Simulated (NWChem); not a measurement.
# HF/STO-3G run of CHFO (formyl fluoride)

Aim: the vertical singlet–triplet gap of CHFO (formyl fluoride) at HF/STO-3G, from 2 runs. 

The results are computed with NWChem 7.3.0.

4 further runs of the same task are left out: 4 set aside as unsound or not needed. Runs told in other sessions of the task aren't counted.

### Step 1. The system as given

The species is CHFO (4 atoms), meant as a singlet with charge 0. As SMILES, `O=CF`. The coordinates come from a PBE0-D4/def2-TZVP relaxation.

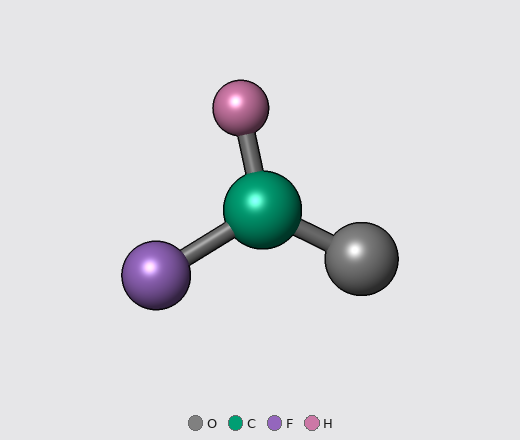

The structure, seen from a chosen angle (oxygen grey, carbon teal, fluorine purple, hydrogen pink).

### Step 2. Energy and gradient at HF/STO-3G

Input file m1.xyz:

```xyz
4

O     -0.889340     0.201180     0.827740
C     -0.046400     0.067520     0.021620
F      0.585200    -1.091810    -0.181820
H      0.350540     0.823120    -0.667550
```

Input file m1.nw:

```
start m1
memory total 2200 mb
charge 0
geometry noautosym nocenter noautoz
load m1.xyz
end
basis "ao basis" spherical bse
* library STO-3G
end
scf
singlet
rhf
thresh 1e-08
maxiter 80
print low
end
task scf gradient
```

Command:

```bash
$ nwchem m1.nw > m1.out
```

Output, shortened:

```text
[...]
  functions       =    16
[...]
  wavefunction    = RHF
[...]
         Total SCF energy =   -209.827143474289
      One-electron energy =   -426.165484602096
      Two-electron energy =    148.672832445406
 Nuclear repulsion energy =     67.665508682400
        Time for solution =      0.3s
[...]
                         RHF ENERGY GRADIENTS
    atom               coordinates                        gradient
                 x          y          z           x          y          z
   1 O      -1.680609   0.380175   1.564202    0.062375  -0.012242  -0.058762
   2 C      -0.087683   0.127594   0.040856   -0.053717   0.003037   0.053444
   3 F       1.105868  -2.063222  -0.343590   -0.009055   0.021994   0.000884
   4 H       0.662425   1.555471  -1.261487    0.000396  -0.012790   0.004434
 Task  times  cpu:        0.4s     wall:        0.4s
 Total times  cpu:        0.5s     wall:        0.5s
```

Wall time 1.1 s (1 thread of Intel Xeon Platinum 8223CL at 3.00GHz (Skylake/Cascade Lake), shared host); peak memory 0.099 GiB.

### Step 3. The triplet: a single-point energy at UHF/STO-3G

Input file run.nw:

```
start run
memory total 2200 mb

geometry units angstroms noautosym nocenter noautoz
  O     -0.889340     0.201180     0.827740
  C     -0.046400     0.067520     0.021620
  F      0.585200    -1.091810    -0.181820
  H      0.350540     0.823120    -0.667550
end

basis spherical bse
  * library STO-3G
end

scf
  nopen 2
  uhf
  thresh 1e-08
  maxiter 80
end

task scf energy
```

Command:

```bash
$ nwchem run.nw > run.out
```

Output, shortened:

```text
[...]
  functions       =    16
[...]
  wavefunction    = UHF
[...]
         Total SCF energy =   -209.697466344487
      One electron energy =   -425.986272696542
      Two electron energy =    148.623297669655
 Nuclear repulsion energy =     67.665508682400
                       Sz =      1.0000
                 Sz(Sz+1) =      2.0000
                      S^2 =      2.0047
[...]
```

It took 1 s on 1 thread of Intel Xeon Platinum 8223CL at 3.00GHz (Skylake/Cascade Lake), shared host; peak memory 0.1 GiB.

### Step 4. Results

Level: HF/STO-3G.

| quantity | value |
| --- | --- |
| singlet: total energy | -209.82714 Eh |
| singlet: largest force on an atom | 4.451 eV/Å |
| triplet: total energy | -209.69747 Eh |
| triplet: dipole moment | 0.87 D |
| triplet: HOMO energy (highest over α and β) | -5.62 eV |
| triplet: LUMO energy (lowest over α and β) | 5.42 eV |
| triplet: ⟨S²⟩ | 2.005 |
| vertical energy of the triplet above the singlet | 3.529 eV |

At this shape the triplet lies 3.53 eV (81 kcal/mol) above the singlet. The largest force (singlet) is 4.45 eV/Å: too large for a shape near rest; a basis without polarisation functions on a geometry from another level can give that. In a minimal basis such a difference can be off by several eV, whatever the method. Mulliken charges (triplet) run from -0.12 on F3 to +0.11 on C2.
